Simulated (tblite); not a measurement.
Run report: CH₆OSi₂, geometry relaxation (part 2 of 2)

Continued. System: CH₆OSi₂. Method: GFN2-xTB geometry optimisation, gas phase (tblite 0.8.0). 

Geometry of the input (Å):
```
C  -0.7272  -0.0034  0.7970
Si -1.6817  -1.5809  0.7243
O  0.0882  1.1024  0.6435
Si 1.8464  1.0956  0.5699
H  -2.1177  -1.7985  -0.6116
H  -2.7909  -1.5104  1.5875
H  -0.8263  -2.6545  1.1192
H  2.3219  -0.1293  1.1203
H  2.3509  2.1862  1.3227
H  2.2776  1.2117  -0.7785
```

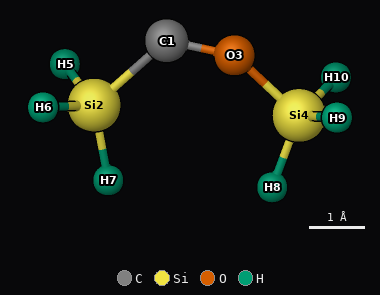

*The geometry at step 54 of the log (ball-and-stick view, seen at a tilt; atoms are numbered from 1 in the order of the input).*

**Trajectory as extended XYZ, continued**
```
10
Properties=species:S:1:pos:R:3:forces:R:3 step=36 energy=-344.55250
C    -1.1007    0.4818    0.4621    0.0510  -0.0140   0.0050
Si   -1.3916   -1.3575    0.7317   -0.0380   0.0730   0.0130
O     0.0512    1.0245    0.4773   -0.1000  -0.0950  -0.0270
Si    1.6821    0.8127    0.6162   -0.0030   0.0420   0.0020
H    -1.9437   -1.7620   -0.5594    0.0300  -0.0080  -0.0600
H    -2.4354   -1.4090    1.7515    0.0250   0.0370   0.0510
H    -0.3130   -2.2798    1.1059    0.0110  -0.0240  -0.0060
H     2.1180   -0.4952    1.0895    0.0080  -0.0920   0.0330
H     1.9732    1.8631    1.5770    0.0140   0.0440   0.0400
H     2.1012    1.0404   -0.7574    0.0020   0.0370  -0.0510
10
Properties=species:S:1:pos:R:3:forces:R:3 step=38 energy=-344.55468
C    -1.1016    0.4820    0.4575   -0.0530  -0.0520   0.0000
Si   -1.3961   -1.3544    0.7324   -0.0010  -0.0050   0.0270
O     0.0520    1.0138    0.4698   -0.0130   0.0190  -0.0100
Si    1.6811    0.8078    0.6188    0.0210   0.0130  -0.0160
H    -1.9333   -1.7609   -0.5665    0.0120  -0.0030  -0.0090
H    -2.4300   -1.4014    1.7653    0.0430   0.0220  -0.0040
H    -0.3066   -2.2721    1.1019   -0.0450   0.0080  -0.0100
H     2.1131   -0.5040    1.0929    0.0110  -0.0390   0.0130
H     1.9696    1.8615    1.5783    0.0060   0.0210   0.0360
H     2.0931    1.0469   -0.7562    0.0200   0.0160  -0.0270
10
Properties=species:S:1:pos:R:3:forces:R:3 step=40 energy=-344.55517
C    -1.1004    0.4762    0.4613   -0.0250  -0.0170  -0.0040
Si   -1.4005   -1.3574    0.7342    0.0100  -0.0220  -0.0090
O     0.0534    1.0078    0.4716    0.0120   0.0180  -0.0050
Si    1.6851    0.8102    0.6183   -0.0020  -0.0040  -0.0010
H    -1.9310   -1.7564   -0.5712    0.0050   0.0000   0.0120
H    -2.4341   -1.3978    1.7659    0.0210   0.0140   0.0060
H    -0.3186   -2.2835    1.1015   -0.0300   0.0000  -0.0010
H     2.1270   -0.5002    1.0966   -0.0070   0.0120  -0.0080
H     1.9697    1.8697    1.5756   -0.0010  -0.0090   0.0120
H     2.0906    1.0503   -0.7597    0.0170   0.0080  -0.0020
10
Properties=species:S:1:pos:R:3:forces:R:3 step=42 energy=-344.55534
C    -1.1018    0.4759    0.4604    0.0150   0.0110  -0.0100
Si   -1.3995   -1.3577    0.7334    0.0040   0.0050  -0.0070
O     0.0519    1.0100    0.4697   -0.0070  -0.0070   0.0000
Si    1.6843    0.8104    0.6182   -0.0140   0.0000  -0.0020
H    -1.9310   -1.7580   -0.5701    0.0000  -0.0050  -0.0020
H    -2.4302   -1.3971    1.7668    0.0060   0.0130   0.0160
H    -0.3175   -2.2800    1.1016   -0.0030  -0.0250   0.0050
H     2.1222   -0.5020    1.0949   -0.0070   0.0140  -0.0070
H     1.9700    1.8675    1.5788   -0.0060  -0.0170   0.0000
H     2.0929    1.0499   -0.7594    0.0120   0.0110   0.0070
10
Properties=species:S:1:pos:R:3:forces:R:3 step=44 energy=-344.55558
C    -1.1039    0.4764    0.4568    0.0280   0.0200  -0.0140
Si   -1.3977   -1.3573    0.7318   -0.0060   0.0230   0.0120
O     0.0495    1.0120    0.4659   -0.0100  -0.0070   0.0000
Si    1.6813    0.8098    0.6179   -0.0050   0.0120  -0.0110
H    -1.9296   -1.7609   -0.5691   -0.0120  -0.0110  -0.0150
H    -2.4223   -1.3934    1.7714   -0.0020   0.0100   0.0110
H    -0.3153   -2.2762    1.1016    0.0190  -0.0430   0.0070
H     2.1134   -0.5047    1.0922   -0.0030   0.0030  -0.0050
H     1.9691    1.8617    1.5839   -0.0120  -0.0170  -0.0080
H     2.0968    1.0515   -0.7582    0.0030   0.0100   0.0220
10
Properties=species:S:1:pos:R:3:forces:R:3 step=46 energy=-344.55601
C    -1.1053    0.4760    0.4516    0.0190   0.0010  -0.0130
Si   -1.3962   -1.3577    0.7304   -0.0040   0.0150   0.0260
O     0.0468    1.0138    0.4616    0.0060   0.0060  -0.0090
Si    1.6779    0.8106    0.6159    0.0170   0.0140  -0.0080
H    -1.9284   -1.7648   -0.5697   -0.0200  -0.0080  -0.0030
H    -2.4125   -1.3848    1.7796   -0.0070   0.0070  -0.0070
H    -0.3184   -2.2822    1.1026    0.0180  -0.0280  -0.0010
H     2.1060   -0.5048    1.0888    0.0000  -0.0160  -0.0070
H     1.9672    1.8545    1.5893   -0.0170  -0.0010  -0.0030
H     2.1042    1.0583   -0.7559   -0.0130   0.0090   0.0250
10
Properties=species:S:1:pos:R:3:forces:R:3 step=48 energy=-344.55622
C    -1.1036    0.4743    0.4510    0.0090  -0.0160  -0.0090
Si   -1.3969   -1.3591    0.7313    0.0110  -0.0060   0.0060
O     0.0475    1.0136    0.4614    0.0140   0.0070  -0.0150
Si    1.6789    0.8127    0.6147    0.0130  -0.0040   0.0120
H    -1.9299   -1.7653   -0.5707   -0.0110   0.0030   0.0250
H    -2.4128   -1.3807    1.7812   -0.0050   0.0060  -0.0110
H    -0.3244   -2.2932    1.1034   -0.0040   0.0010  -0.0080
H     2.1090   -0.5020    1.0882   -0.0020  -0.0160  -0.0110
H     1.9665    1.8552    1.5886   -0.0140   0.0150   0.0110
H     2.1069    1.0633   -0.7547   -0.0100   0.0100   0.0010
10
Properties=species:S:1:pos:R:3:forces:R:3 step=50 energy=-344.55656
C    -1.0996    0.4715    0.4484    0.0050  -0.0210  -0.0050
Si   -1.3961   -1.3607    0.7333    0.0190  -0.0180  -0.0250
O     0.0497    1.0142    0.4587    0.0120  -0.0070  -0.0140
Si    1.6817    0.8153    0.6145   -0.0110  -0.0220   0.0310
H    -1.9338   -1.7666   -0.5687    0.0000   0.0120   0.0470
H    -2.4132   -1.3753    1.7820   -0.0030   0.0060  -0.0060
H    -0.3298   -2.3050    1.1035   -0.0200   0.0230  -0.0090
H     2.1095   -0.5017    1.0852    0.0000  -0.0040  -0.0120
H     1.9639    1.8570    1.5899   -0.0060   0.0200   0.0220
H     2.1091    1.0703   -0.7525    0.0040   0.0130  -0.0280
10
Properties=species:S:1:pos:R:3:forces:R:3 step=52 energy=-344.55722
C    -1.0935    0.4666    0.4349   -0.0020  -0.0110  -0.0030
Si   -1.3896   -1.3620    0.7355    0.0060  -0.0130  -0.0330
O     0.0519    1.0175    0.4454    0.0030  -0.0240  -0.0040
Si    1.6829    0.8176    0.6161   -0.0250  -0.0190   0.0200
H    -1.9405   -1.7726   -0.5589   -0.0050   0.0100   0.0310
H    -2.4019   -1.3590    1.7889   -0.0010   0.0030   0.0020
H    -0.3337   -2.3186    1.1023   -0.0090   0.0270   0.0010
H     2.0957   -0.5090    1.0735    0.0120   0.0110  -0.0060
H     1.9536    1.8521    1.6029    0.0020   0.0050   0.0170
H     2.1165    1.0862   -0.7464    0.0190   0.0130  -0.0260
10
Properties=species:S:1:pos:R:3:forces:R:3 step=54 energy=-344.55743
C    -1.0936    0.4660    0.4281   -0.0050  -0.0010  -0.0050
Si   -1.3862   -1.3612    0.7346   -0.0100  -0.0020  -0.0010
O     0.0510    1.0185    0.4391   -0.0010  -0.0150  -0.0010
Si    1.6804    0.8165    0.6170    0.0000   0.0040  -0.0060
H    -1.9414   -1.7751   -0.5542   -0.0210  -0.0030  -0.0040
H    -2.3936   -1.3528    1.7930   -0.0040   0.0010   0.0010
H    -0.3313   -2.3163    1.1018    0.0120   0.0110   0.0070
H     2.0874   -0.5134    1.0684    0.0170   0.0050   0.0000
H     1.9488    1.8464    1.6105   -0.0020  -0.0080   0.0040
H     2.1198    1.0903   -0.7443    0.0120   0.0090   0.0050
10
Properties=species:S:1:pos:R:3:forces:R:3 step=56 energy=-344.55760
C    -1.0951    0.4656    0.4244   -0.0030   0.0070  -0.0070
Si   -1.3856   -1.3608    0.7335   -0.0140  -0.0030   0.0260
O     0.0499    1.0169    0.4359   -0.0030  -0.0020  -0.0020
Si    1.6783    0.8152    0.6173    0.0270   0.0170  -0.0200
H    -1.9437   -1.7761   -0.5521   -0.0280  -0.0140  -0.0230
H    -2.3897   -1.3501    1.7951   -0.0050  -0.0010   0.0000
H    -0.3281   -2.3119    1.1023    0.0150   0.0040   0.0040
H     2.0869   -0.5146    1.0663    0.0160  -0.0010   0.0010
H     1.9460    1.8422    1.6146   -0.0070  -0.0120  -0.0030
H     2.1225    1.0925   -0.7430    0.0010   0.0050   0.0250
10
Properties=species:S:1:pos:R:3:forces:R:3 step=58 energy=-344.55825
C    -1.0951    0.4585    0.4086    0.0050   0.0230  -0.0080
Si   -1.3858   -1.3640    0.7326   -0.0190  -0.0010   0.0510
O     0.0503    1.0089    0.4220    0.0020   0.0190  -0.0050
Si    1.6768    0.8147    0.6173    0.0580   0.0310  -0.0300
H    -1.9617   -1.7811   -0.5432   -0.0240  -0.0370  -0.0360
H    -2.3812   -1.3349    1.8025   -0.0020  -0.0120   0.0030
H    -0.3242   -2.3099    1.1044   -0.0020   0.0020  -0.0080
H     2.0933   -0.5160    1.0563    0.0120  -0.0080   0.0000
H     1.9333    1.8310    1.6290   -0.0160  -0.0140  -0.0080
H     2.1356    1.1117   -0.7352   -0.0140  -0.0030   0.0430
10
Properties=species:S:1:pos:R:3:forces:R:3 step=60 energy=-344.55893
C    -1.0891    0.4464    0.3888    0.0050   0.0230  -0.0020
Si   -1.3879   -1.3709    0.7347   -0.0170   0.0180   0.0060
O     0.0547    0.9993    0.4040    0.0170   0.0150  -0.0050
Si    1.6812    0.8182    0.6166    0.0250   0.0090  -0.0060
H    -1.9888   -1.7895   -0.5313    0.0040  -0.0420  -0.0010
H    -2.3752   -1.3134    1.8110    0.0040  -0.0220   0.0130
H    -0.3284   -2.3207    1.1066   -0.0290   0.0090  -0.0150
H     2.1054   -0.5150    1.0421    0.0110  -0.0020  -0.0040
H     1.9167    1.8218    1.6449   -0.0140  -0.0040   0.0050
H     2.1528    1.1426   -0.7231   -0.0050  -0.0040   0.0070
10
Properties=species:S:1:pos:R:3:forces:R:3 step=62 energy=-344.55930
C    -1.0851    0.4428    0.3789    0.0040   0.0170   0.0040
Si   -1.3894   -1.3722    0.7362   -0.0080   0.0240  -0.0360
O     0.0579    0.9977    0.3946    0.0170  -0.0050  -0.0030
Si    1.6847    0.8204    0.6161   -0.0200  -0.0170   0.0200
H    -1.9996   -1.7976   -0.5252    0.0160  -0.0280   0.0260
H    -2.3706   -1.3042    1.8169    0.0010  -0.0200   0.0180
H    -0.3331   -2.3268    1.1059   -0.0300   0.0130  -0.0110
H     2.1076   -0.5157    1.0347    0.0140   0.0060  -0.0060
H     1.9082    1.8169    1.6527   -0.0060   0.0080   0.0200
H     2.1606    1.1578   -0.7164    0.0120   0.0020  -0.0310
10
Properties=species:S:1:pos:R:3:forces:R:3 step=64 energy=-344.56027
C    -1.0794    0.4390    0.3499    0.0000   0.0040   0.0080
Si   -1.3948   -1.3699    0.7357    0.0020   0.0160  -0.0670
O     0.0649    0.9911    0.3675    0.0140  -0.0240   0.0030
Si    1.6896    0.8216    0.6159   -0.0590  -0.0260   0.0380
H    -2.0269   -1.8230   -0.5065    0.0220   0.0010   0.0470
H    -2.3531   -1.2841    1.8355   -0.0080  -0.0050   0.0130
H    -0.3403   -2.3266    1.1030   -0.0110   0.0090  -0.0030
H     2.1184   -0.5190    1.0143    0.0130   0.0090  -0.0070
H     1.8808    1.7968    1.6790    0.0040   0.0100   0.0190
H     2.1820    1.1931   -0.7000    0.0240   0.0060  -0.0510
10
Properties=species:S:1:pos:R:3:forces:R:3 step=66 energy=-344.56083
C    -1.0799    0.4403    0.3359    0.0010   0.0010   0.0020
Si   -1.3993   -1.3657    0.7324    0.0050   0.0000  -0.0110
O     0.0682    0.9840    0.3552   -0.0050  -0.0070   0.0030
Si    1.6895    0.8194    0.6169   -0.0130  -0.0030   0.0080
H    -2.0406   -1.8353   -0.4956    0.0040  -0.0010   0.0080
H    -2.3452   -1.2790    1.8435   -0.0090   0.0080   0.0030
H    -0.3402   -2.3154    1.1014    0.0050  -0.0010  -0.0050
H     2.1330   -0.5191    1.0052    0.0030  -0.0010  -0.0030
H     1.8646    1.7844    1.6930    0.0030   0.0050   0.0060
H     2.1913    1.2053   -0.6937    0.0070   0.0000  -0.0120
10
Properties=species:S:1:pos:R:3:forces:R:3 step=68 energy=-344.56085
C    -1.0810    0.4413    0.3385   -0.0020   0.0010   0.0010
Si   -1.3987   -1.3654    0.7320    0.0010  -0.0010   0.0060
O     0.0673    0.9843    0.3579   -0.0030   0.0010   0.0020
Si    1.6885    0.8189    0.6172    0.0020   0.0000  -0.0010
H    -2.0383   -1.8333   -0.4968    0.0010  -0.0070  -0.0020
H    -2.3470   -1.2814    1.8415   -0.0050   0.0070   0.0010
H    -0.3382   -2.3134    1.1015    0.0030  -0.0010  -0.0070
H     2.1325   -0.5191    1.0069    0.0010   0.0000  -0.0020
H     1.8669    1.7859    1.6913    0.0020   0.0020   0.0020
H     2.1894    1.2010   -0.6957    0.0010  -0.0020   0.0000
10
Properties=species:S:1:pos:R:3:forces:R:3 step=69 energy=-344.56086
C    -1.0810    0.4413    0.3388   -0.0030   0.0000   0.0010
Si   -1.3987   -1.3655    0.7321    0.0000  -0.0010   0.0050
O     0.0672    0.9845    0.3581    0.0000   0.0010   0.0020
Si    1.6885    0.8190    0.6172    0.0010   0.0010   0.0000
H    -2.0381   -1.8333   -0.4969    0.0010  -0.0060  -0.0010
H    -2.3473   -1.2814    1.8415   -0.0040   0.0060   0.0000
H    -0.3381   -2.3136    1.1014    0.0020   0.0000  -0.0060
H     2.1323   -0.5191    1.0069    0.0010   0.0000  -0.0020
H     1.8671    1.7861    1.6912    0.0010   0.0010   0.0010
H     2.1894    1.2008   -0.6959    0.0010  -0.0020   0.0010
```

**Results in brief**

```tsv
quantity	value
outcome	converged
total energy	−344.5609 eV
wall time	1.2 s
peak memory	0.18 GiB
```
